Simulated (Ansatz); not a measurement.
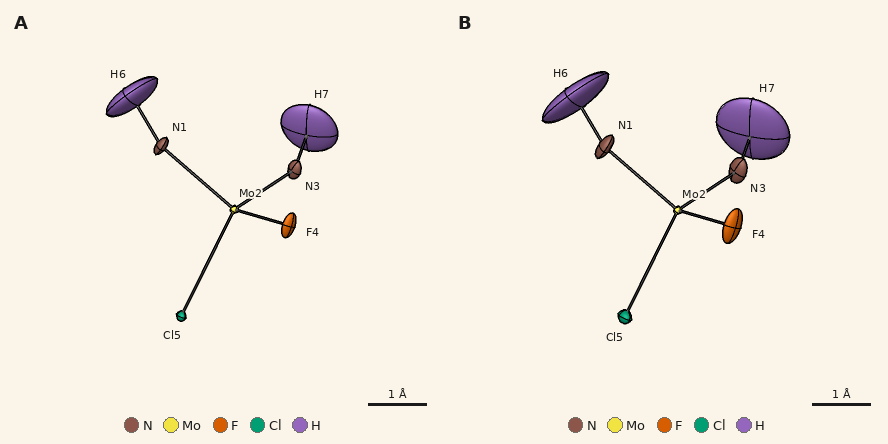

Displacement ellipsoids at the 50 % level, scaled by 1.5, from the internal vibrations of the free molecule (harmonic, no overall translation or rotation; no half-axis is drawn under 0.075 Å). Charge 0, singlet. Vibrations computed with RKS PBE0-D4/def2-TZVP, core potentials on Mo (Ansatz 0.2.0). One panel is for 298 K, the other for 600 K.

Question: Which panel is for 600 K?

Answer: B.

Question: How much does the mean-square displacement of Cl5 grow, and why?

Answer: U_eq goes from 0.0018 to 0.0034 Å², a factor of 1.9. Modes below kT (417 cm⁻¹ at 600 K) grow about in proportion to T, and the lowest lies at 146 cm⁻¹; the mean-square amplitude of a mode is its zero-point value times coth(ħω/2kT), which comes close to 1 only above about 3kT.
